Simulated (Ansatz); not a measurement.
# CH7NSi: what the fields show

```xyz
10

Si   -0.8551    0.2851    0.8613
C     0.8613    1.0525    0.4440
H    -1.4256   -1.7507   -0.5795
N    -0.5414   -1.2910   -0.3893
H    -1.6287    0.9567   -0.2770
H     1.6716    0.5478    0.9797
H     1.1169    1.0904   -0.6214
H     0.8557    2.0874    0.8038
H     0.0710   -1.9689    0.0514
H    -0.1258   -1.0094   -1.2731
```

The reactant side of a reaction path; geometry: PBE0-D4/def2-TZVP.

These are results of Ansatz 0.2.0, RKS PBE0-D4/def2-TZVPP, not measurements.

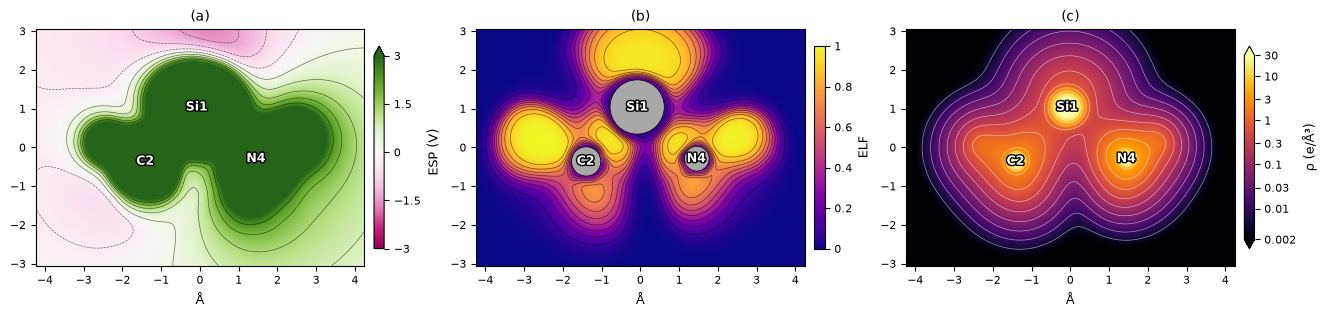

Figure 1. (a) molecular electrostatic potential; (b) electron localisation function; (c) total electron density on the plane of atoms C2, Si1 and N4. Grey discs cover the atomic cores in the ELF map.

Question: Interpret the plot.

Answer:
- Atoms in the plane: Si, C and N.
- C–Si (1.93 Å): ρ at the midpoint is about 0.87 e/Å³; the ELF peaks at about 0.95 between the atoms; a shared electron pair.
- Si–N (2.04 Å): the density is about 0.57 e/Å³ at the midpoint, with its minimum of 0.45 e/Å³ about 0.8 Å from Si; the ELF peaks at about 0.95 in the valence shell of N, 0.7 Å from its nucleus, and is about 0.75 at the midpoint.
- The ELF also peaks beside Si1, away from the bonds: lone-pair regions.
- Outside the dense part of the molecule the potential is most negative (−1.6 V) near H5, which lies off the plane.

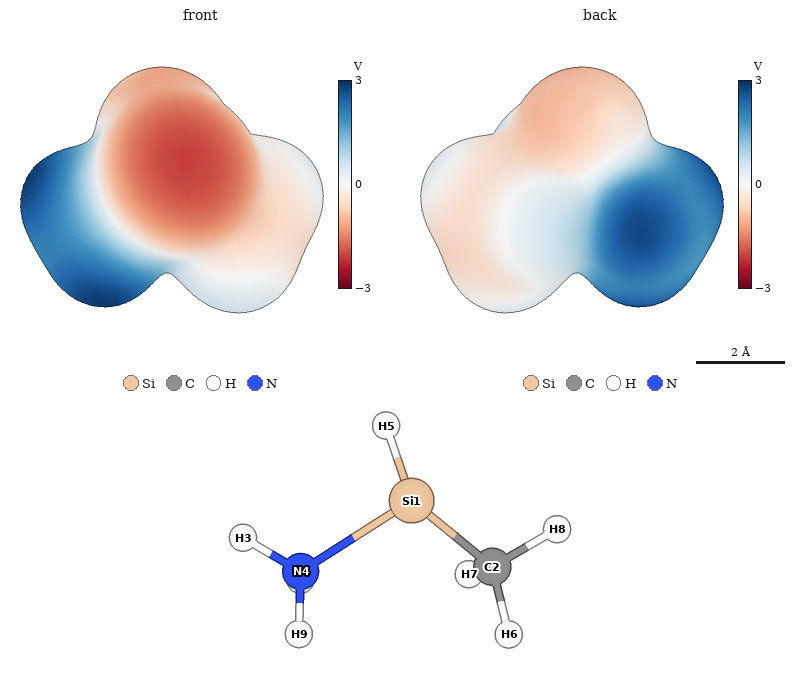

Figure 2. The molecular electrostatic potential painted on the density surface at 0.002 e/bohr³, seen from the front and from behind; the colour scale runs from red (negative) to blue (positive). The bare structure is drawn below in the same view.

Question: Where is the surface potential most negative and most positive?

Answer: The most negative region (about −2.0 V) lies over H5, the most positive (about +2.8 V) over H3 and H9.

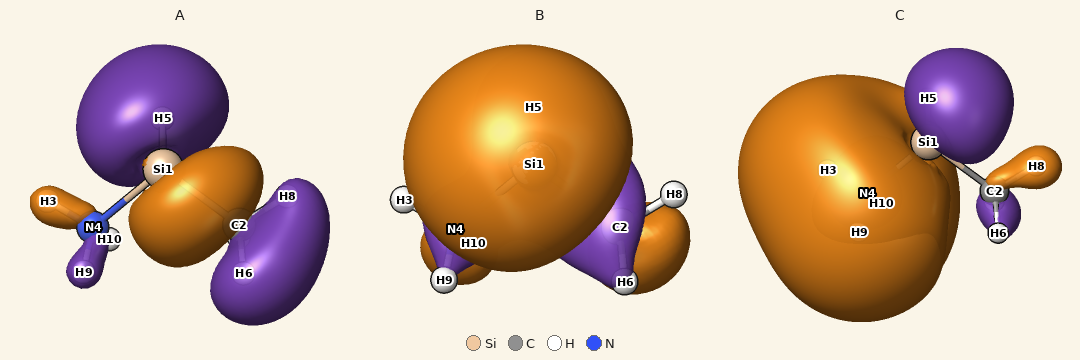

Figure 3. Three frontier orbitals at ±0.06 Å⁻³ᐟ² (orange and purple are the two phases), in no order.

Question: Order the three orbitals by energy and name them.

Answer: A is the HOMO−1 (−7.79 eV). Its weight (Hirshfeld) is mainly on Si1 (about 35 %), C2 (about 30 %) and H5 (about 25 %). B is the HOMO (−4.92 eV). Its weight (Hirshfeld) is mainly on Si1 (about 75 %), H5 (about 10 %) and C2 (about 10 %). C is the LUMO (−0.29 eV). Its weight (Hirshfeld) is mainly on Si1 (about 25 %), H9 (about 20 %), H3 (about 15 %), N4 (about 15 %) and H10 (about 15 %).

Question: What is the HOMO–LUMO gap?

Answer: 4.63 eV between the orbital energies.
